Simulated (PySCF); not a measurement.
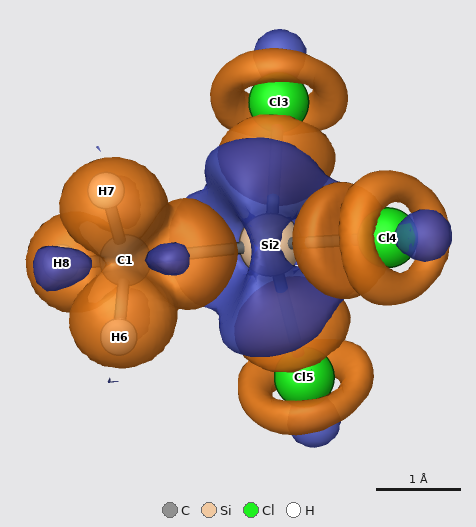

CH$_{3}$Cl$_{3}$Si, SMILES `C[Si](Cl)(Cl)Cl`. Deformation density (molecule less spherical, spin-averaged free atoms at the same positions), surfaces at ±0.05 e/Å³; orange: gain, blue: loss.

Computed with PySCF, B3LYP/def2-TZVP, geometry: GFN2-xTB. No frequency check shows the geometry to be a minimum. GFN2-xTB bond lengths at metals and heavier atoms can be off by up to 0.1 Å and shapes distorted, which carries into these values.

Input

```python
import numpy as np
from pyscf import gto, scf, dft
from pyscf.scf import atom_ks, atom_hf
from scipy.linalg import block_diag

def solve(mol, dm0=None, hcore=None):
    mf = (dft.UKS if mol.spin else dft.RKS)(mol, xc='b3lyp')
    mf.grids.level = 3
    mf = mf.density_fit(auxbasis='def2-universal-jkfit')
    mf.conv_tol, mf.max_cycle = 1e-8, 80
    if hcore is not None:
        mf.get_hcore = lambda *args: hcore
    mf.kernel(dm0)
    if not mf.converged:
        mf = mf.newton().run(mf.mo_coeff, mf.mo_occ, max_cycle=30)
    assert mf.converged, 'SCF not converged'
    return mf

mol = gto.M(atom='''
C     -0.00130     0.00002    -2.12999
Si     0.00004     0.00017    -0.23046
Cl     0.57182    -1.81234     0.46211
Cl     1.28385     1.40115     0.46200
Cl    -1.85513     0.41104     0.46283
H     -0.32087     0.96057    -2.52375
H      0.99134    -0.20293    -2.52414
H     -0.67238    -0.75758    -2.52370
''', basis='def2-tzvp', charge=0, spin=0, verbose=4)
mf = solve(mol)
mf.analyze()
# spherically averaged free atoms, for the promolecule
atm = atom_ks.get_atm_nrks(mol, xc='b3lyp')
pro = block_diag(*[(atm[a[0]][2] * atm[a[0]][3]) @ atm[a[0]][2].T for a in mol._atom])
np.savez('result.npz', e=mf.e_tot, c=mf.mo_coeff, occ=mf.mo_occ, eps=mf.mo_energy, pro=pro, dip=mf.dip_moment(verbose=0), s2=mf.spin_square()[0])
```

Command:

```sh
OMP_NUM_THREADS=1 python input.py
```

The run took 9.1 s on 1 thread of AMD EPYC 9R45 96-Core Processor (Zen 5), with other jobs on the host, peak memory 0.76 GiB.

Partitions, critical points and surface values were worked out afterwards from this run's density.

How much density has each bond gained at its critical point, relative to the free atoms?

Answer. C1–H8, C1–H6 and C1–H7: +0.69 e/Å³ at the bond critical point (bond length 1.09 Å, Mayer order 0.9). C1–Si2: +0.23 e/Å³ at the bond critical point (bond length 1.90 Å, Mayer order 1.0). Si2–Cl4, Si2–Cl5 and Si2–Cl3: +0.09 e/Å³ at the bond critical point (bond length 2.02 Å, Mayer order 1.2); up to 0.6 Å beside the axis the gain reaches +0.23 e/Å³. In all, 1.7 electrons gather in the regions of gain relative to the promolecule. A small or negative value marks a very polar bond, one between electron-rich atoms, whose free-atom densities already overlap strongly, a long bond to a heavier atom, or a closed-shell contact such as a hydrogen bond.

Where do the Hirshfeld charges lie?

Answer. The highest Hirshfeld charge is on Si2 (+0.37 e), the lowest on C1 (−0.20 e).

| atom | charge (e) |
| --- | --- |
| C1 | −0.20 |
| Si2 | +0.37 |
| Cl3 | −0.10 |
| Cl4 | −0.10 |
| Cl5 | −0.10 |
| H6 | +0.05 |
| H7 | +0.05 |
| H8 | +0.05 |
